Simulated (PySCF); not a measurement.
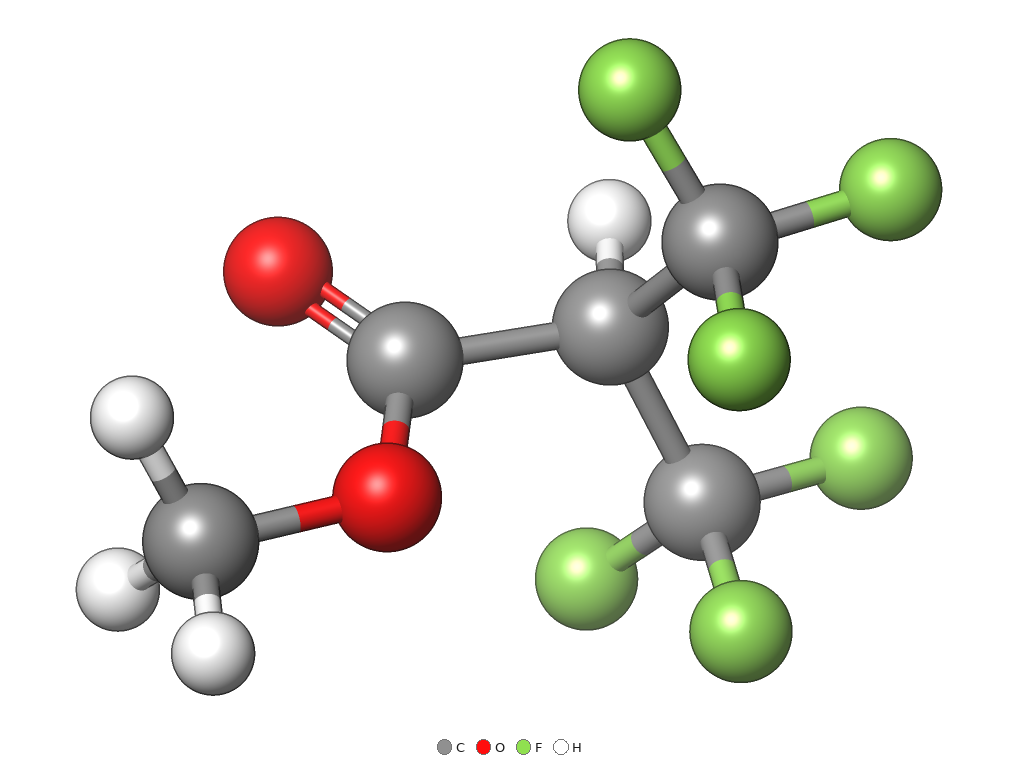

Rendered structure (ball-and-stick style). Multiple sticks mark multiple bonds (one Kekulé form).

The computed structure is the end point of a PBE0-D3(BJ)/def2-SVP optimisation. No frequency run is at hand to confirm it as a minimum.

Identify the structure.

It has 17 atoms: 5 carbon, 4 hydrogen, 6 fluorine and 2 oxygen (C5H4F6O2). As SMILES it reads `COC(=O)C(C(F)(F)F)C(F)(F)F`. It has no ring. Among its groups: ester, C–F bond. Coordination: 4 C tetrahedral; 1 O bent; 1 C trigonal planar.

More results for the same structure follow; atom numbers are the same in all pictures, views and colours differ.

**Shape**

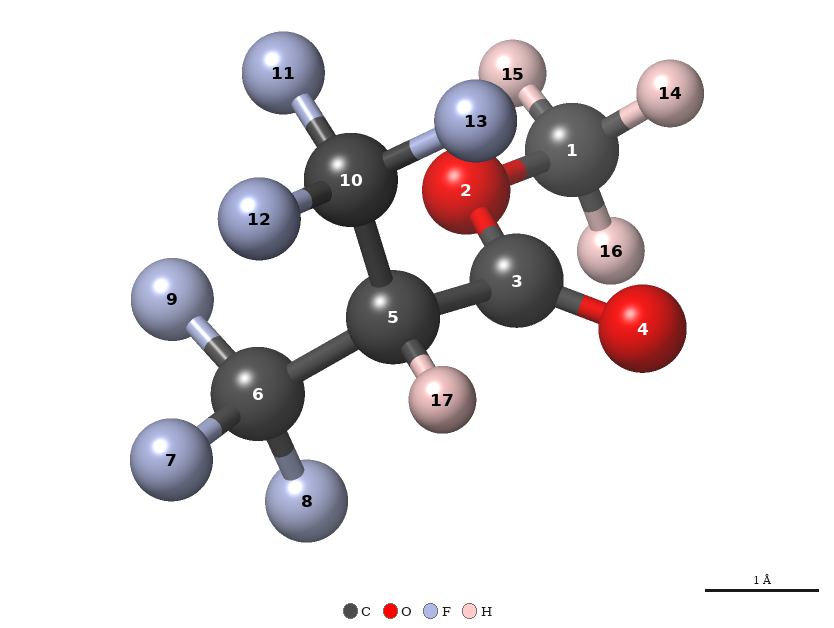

Atoms carry their numbers in the input. No frequency run is at hand to confirm it as a minimum.

Give these bond angles: O2–C1–H15, O2–C1–H16, C3–C5–C6, C3–C5–H17, C5–C6–F9, C5–C10–F11, C6–C5–C10, C6–C5–H17, F7–C6–F8, F7–C6–F9, F8–C6–F9, F11–C10–F13.

```csv
angle,degrees
O2–C1–H15,106.1
O2–C1–H16,110.4
C3–C5–C6,112.1
C3–C5–H17,105.8
C5–C6–F9,113.1
C5–C10–F11,112.8
C6–C5–C10,113.5
C6–C5–H17,106.6
F7–C6–F8,107.7
F7–C6–F9,108.1
F8–C6–F9,108.0
F11–C10–F13,107.9
```

**Electronic properties**

No frequency run is at hand to confirm it as a minimum. Properties computed with PBE0/pcSseg-1 in dimethylsulfoxide (IEF-PCM) (PySCF 2.14.0).

What is the dipole moment?

2.02 D.

What is the HOMO–LUMO gap?

8.35 eV.

Give the HOMO energy (Kohn–Sham orbital) at this level.

−8.92 eV.

**Bond orders**

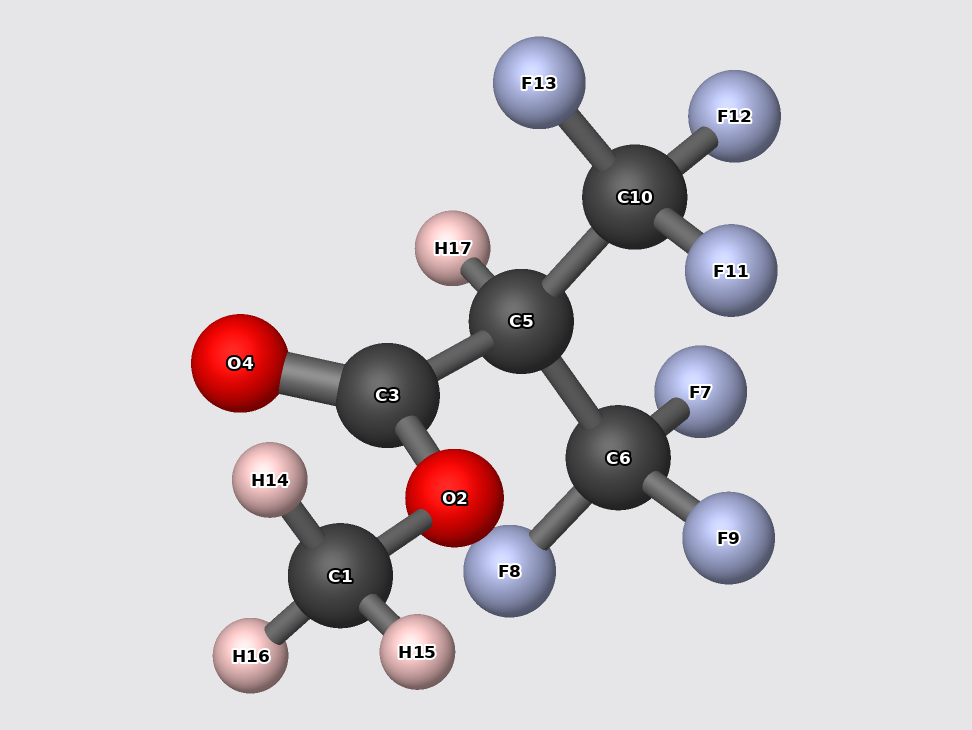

The thickness of each stick grows with its Mayer bond order. No frequency run is at hand to confirm it as a minimum. Level of theory: PBE0/pcSseg-1 in acetonitrile (IEF-PCM) (PySCF 2.14.0).

Which bond between heavy atoms has the highest Mayer bond order?

C3–O4, 1.95, at a length of 1.198 Å.

List the Mayer bond orders of C1–O2, O2–C3, C3–O4, C3–C5, C5–C6, C5–C10, C6–F7, C6–F8, C6–F9, C10–F11, C10–F12, C10–F13 (bonds between heavy atoms, one of each equivalent set).

| bond | Mayer order | length (Å) |
| --- | --- | --- |
| C1–O2 | 0.85 | 1.422 |
| O2–C3 | 1.14 | 1.325 |
| C3–O4 | 1.95 | 1.198 |
| C3–C5 | 0.92 | 1.525 |
| C5–C6 | 0.95 | 1.526 |
| C5–C10 | 0.95 | 1.526 |
| C6–F7 | 1.02 | 1.331 |
| C6–F8 | 1.00 | 1.335 |
| C6–F9 | 1.03 | 1.325 |
| C10–F11 | 1.03 | 1.326 |
| C10–F12 | 1.02 | 1.331 |
| C10–F13 | 1.00 | 1.335 |

**Charges**

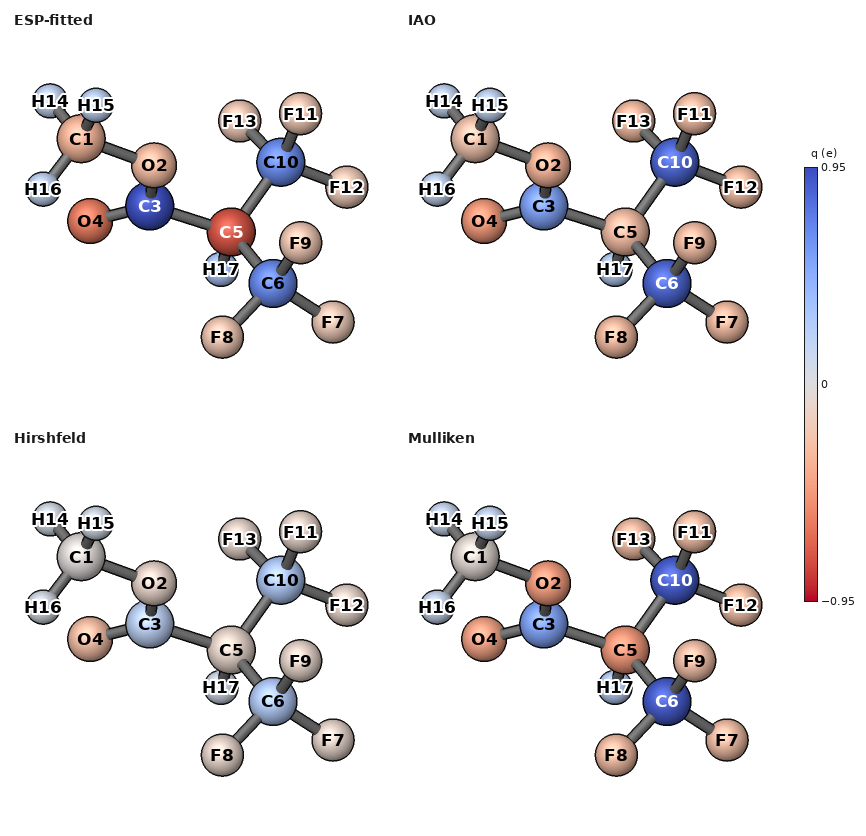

Atomic charges of one calculation by 4 schemes, on one colour scale. No frequency run is at hand to confirm it as a minimum. Computed with PBE0/pcSseg-1 in acetonitrile (IEF-PCM) (PySCF 2.14.0).

On which atom do the schemes disagree most?

On C3 (from 0.20 to 0.92 e).

List the charges (e), one line for each set of equivalent atoms.

| atom | ESP-fitted | IAO | Hirshfeld | Mulliken |
| --- | --- | --- | --- | --- |
| C1 | −0.32 | −0.22 | −0.02 | −0.05 |
| O2 | −0.28 | −0.32 | −0.10 | −0.45 |
| C3 | 0.92 | 0.53 | 0.20 | 0.52 |
| O4 | −0.59 | −0.46 | −0.26 | −0.41 |
| C5 | −0.75 | −0.27 | −0.09 | −0.47 |
| C6 | 0.66 | 0.82 | 0.26 | 0.87 |
| F7 | −0.18 | −0.27 | −0.09 | −0.26 |
| F8 | −0.19 | −0.28 | −0.08 | −0.26 |
| F9 | −0.19 | −0.27 | −0.09 | −0.25 |
| C10 | 0.65 | 0.82 | 0.26 | 0.86 |
| F11 | −0.19 | −0.27 | −0.09 | −0.25 |
| F12 | −0.17 | −0.27 | −0.08 | −0.25 |
| F13 | −0.19 | −0.28 | −0.08 | −0.26 |
| H14 | 0.16 | 0.16 | 0.06 | 0.14 |
| H15 | 0.19 | 0.18 | 0.07 | 0.15 |
| H16 | 0.16 | 0.16 | 0.06 | 0.14 |
| H17 | 0.29 | 0.23 | 0.08 | 0.23 |

Mulliken values depend strongly on the basis set and can even reverse the polarity of a bond.
